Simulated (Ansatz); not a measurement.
**CH5NOSSi: geometry optimisation**

Aim: relax CH5NOSSi at this level.

The runs use Ansatz 0.2.0; RKS PBE0-D4/def2-SVP.

**1. The system as given**

SMILES `O[SiH]1NCS1`, 10 atoms, charge 0, spin multiplicity 1.

Atoms are counted from 1 here; the program's logs count them from 0.

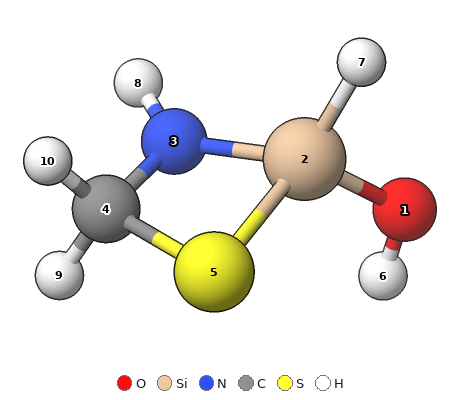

The starting geometry (oxygen red, silicon light orange, nitrogen blue, carbon grey, sulfur yellow, hydrogen white); atoms are numbered from 1 in the order of the file.

As a file:

```mol
CH5NOSSi
  3D, bonds by distance, orders not assigned

 10 10  0  0  0  0  0  0  0  0999 V2000
    0.1245   -0.0415    2.3950 O   0  0
    0.7181   -0.0340    0.8321 Si  0  0
   -0.2398   -0.7842   -0.4104 N   0  0
   -0.4292    0.3162   -1.3440 C   0  0
    0.3759    1.7178   -0.4004 S   0  0
   -0.8013    0.2586    2.4589 H   0  0
    2.1236   -0.4972    1.0527 H   0  0
   -0.3928   -1.7459   -0.7188 H   0  0
   -1.4949    0.5696   -1.5467 H   0  0
    0.0990    0.1893   -2.3154 H   0  0
  1  2  8  0
  1  6  8  0
  2  3  8  0
  2  5  8  0
  2  7  8  0
  3  4  8  0
  3  8  8  0
  4  5  8  0
  4  9  8  0
  4 10  8  0
M  END
```

**2. Relaxation**

input.yaml

```yaml
crystal:
  periodic: [false, false, false]
  atoms:
    - { symbol: O, position_ang: [0.124501, -0.041527, 2.394976] }
    - { symbol: Si, position_ang: [0.718113, -0.033983, 0.832073] }
    - { symbol: "N", position_ang: [-0.239776, -0.78423, -0.410447] }
    - { symbol: C, position_ang: [-0.42916, 0.316202, -1.343971] }
    - { symbol: S, position_ang: [0.375856, 1.717812, -0.4004] }
    - { symbol: H, position_ang: [-0.801264, 0.258565, 2.458944] }
    - { symbol: H, position_ang: [2.123572, -0.497179, 1.052747] }
    - { symbol: H, position_ang: [-0.392813, -1.745872, -0.718834] }
    - { symbol: H, position_ang: [-1.494883, 0.569638, -1.546708] }
    - { symbol: H, position_ang: [0.098952, 0.189274, -2.31538] }
basis:
  gaussian: { orbitals: def2-SVP }
hamiltonian:
  xc: pbe0
  dispersion: d4
output:
  forces: true
relax:
  f_tol: 0.003
  max_steps: 120
```

On the command line:

```console
> ansatz run input.yaml --threads 1 --pin off --max-ram 2560MiB --backend cpu --events-out ev --progress --plain --runs-dir out
```

The log of the run (excerpt; [...] marks lines left out):

```text
Warning: RAYON_NUM_THREADS=1 ignored (pool sized by the plan → 1); use --threads N
[...]
Functional definition: PBE0
[...]
1083 factors; integrals over basis functions are off by at most 5.0e-4 eV
[...]
mean field -23348.89597953 eV, -858.0561007976 hartree, gradient 1.9e-5 eV, S^2 0.000000; 0 other end points of the search recorded, 0 dependent functions left out
[...]
reference -23348.89600440 eV, -858.0561017117 hartree; 28, 28 occupied and 75, 75 virtual orbitals, 1083 factors
relax step   1: F+E_penalty+E_count = -23349.11159307 eV  Δ(F+E_penalty+E_count) = +0.000e0 eV  max|allowed force component| = 5.297e-1 eV/Å  Δτ_max = 0.0000 Å  (27 SCF iters, accepted)
[...]
relax step   3: F+E_penalty+E_count = -23349.13766005 eV  Δ(F+E_penalty+E_count) = -4.024e-3 eV  max|allowed force component| = 6.966e-2 eV/Å  Δτ_max = 0.0125 Å  (28 SCF iters, accepted)
[...]
relax step   5: F+E_penalty+E_count = -23349.13850173 eV  Δ(F+E_penalty+E_count) = -4.203e-4 eV  max|allowed force component| = 2.206e-2 eV/Å  Δτ_max = 0.0093 Å  (23 SCF iters, accepted)
[...]
relax step   7: F+E_penalty+E_count = -23349.13874687 eV  Δ(F+E_penalty+E_count) = -7.598e-5 eV  max|allowed force component| = 1.217e-2 eV/Å  Δτ_max = 0.0122 Å  (27 SCF iters, accepted)
[...]
relax step   8: F+E_penalty+E_count = -23349.13874153 eV  Δ(F+E_penalty+E_count) = +5.339e-6 eV  max|allowed force component| = 1.329e-2 eV/Å  Δτ_max = 0.0037 Å  (23 SCF iters, rejected (line search))
[...]
relax step   9: F+E_penalty+E_count = -23349.13875454 eV  Δ(F+E_penalty+E_count) = -7.672e-6 eV  max|allowed force component| = 2.240e-3 eV/Å  Δτ_max = 0.0018 Å  (21 SCF iters, accepted)
1083 factors; integrals over basis functions are off by at most 4.8e-4 eV
[...]
mean field -23348.92194903 eV, -858.0570551593 hartree, gradient 4.5e-5 eV, S^2 0.000000; 1 other end points of the search recorded, 0 dependent functions left out
[...]
reference -23348.92197387 eV, -858.0570560718 hartree; 28, 28 occupied and 75, 75 virtual orbitals, 1083 factors
Total energy: -23349.13877938 eV, -858.0650235274 hartree
Atom 0 at     0.110785    -0.040861     2.364460 Å, force     0.000807    -0.001042     0.000168 eV/Å
Atom 1 at     0.717380    -0.036597     0.825749 Å, force    -0.001455     0.000839     0.001190 eV/Å
Atom 2 at    -0.212109    -0.782532    -0.418672 Å, force     0.001863    -0.000143     0.000331 eV/Å
Atom 3 at    -0.420254     0.315504    -1.335863 Å, force    -0.002240     0.000560    -0.000741 eV/Å
Atom 4 at     0.378327     1.700030    -0.396853 Å, force     0.000450    -0.001255     0.000037 eV/Å
Atom 5 at    -0.801551     0.256564     2.449743 Å, force     0.000474     0.000472    -0.000414 eV/Å
Atom 6 at     2.113923    -0.485075     1.045598 Å, force    -0.000419     0.000120     0.000103 eV/Å
Atom 7 at    -0.413926    -1.732600    -0.702832 Å, force     0.000142     0.000713    -0.000339 eV/Å
Atom 8 at    -1.481947     0.556847    -1.522091 Å, force     0.000215     0.000324    -0.000551 eV/Å
Atom 9 at     0.092470     0.197422    -2.306239 Å, force     0.000165    -0.000588     0.000216 eV/Å
Dipole moment:    -0.347833    -0.366758    -0.201447 e Å
```

It took 53 s on 1 thread of Arm Neoverse V1, shared host; peak memory 0.22 GiB.

Along the way:

```tsv
step	energy from step 1 (eV)	largest force component (eV/Å)
1	0.0000	0.5297
2	-0.0220	0.3214
3	-0.0261	0.0697
4	-0.0265	0.0365
5	-0.0269	0.0221
6	-0.0271	0.0133
7	-0.0272	0.0122
8	-0.0271	0.0133
9	-0.0272	0.0022
```

Close pairs (by a distance rule), those that changed most:

```tsv
bond	before (Å)	after (Å)	change (Å)
Si2–S5	2.169	2.151	-0.018
O1–Si2	1.672	1.654	-0.018
C4–S5	1.872	1.854	-0.018
Si2–N3	1.739	1.723	-0.016
Si2–H7	1.496	1.483	-0.013
O1–H6	0.975	0.963	-0.012
N3–C4	1.455	1.446	-0.010
C4–H9	1.114	1.105	-0.009
```

**3. Results**

```
             quantity      value
        energy gained  0.0272 eV
root mean square move    0.022 Å
        dipole moment     2.61 D
```

In words: Bond lengths: O1–Si2 1.654 Å, O1–H6 0.963 Å, Si2–N3 1.723 Å, Si2–S5 2.151 Å, Si2–H7 1.483 Å, N3–C4 1.446 Å, N3–H8 1.012 Å, C4–S5 1.854 Å, C4–H9 1.105 Å, C4–H10 1.104 Å. Angles: Si2–O1–H6 115.4°, O1–Si2–N3 118.2°, O1–Si2–S5 118.2°, O1–Si2–H7 101.9°, N3–Si2–S5 81.6°, N3–Si2–H7 119.0°, S5–Si2–H7 118.5°, Si2–N3–C4 101.9°, Si2–N3–H8 135.8°, C4–N3–H8 120.4°, N3–C4–S5 100.6°, N3–C4–H9 114.3°, N3–C4–H10 114.2°, S5–C4–H9 109.7°, S5–C4–H10 109.0°, H9–C4–H10 108.8°, Si2–S5–C4 75.7°. No frequencies were computed here.
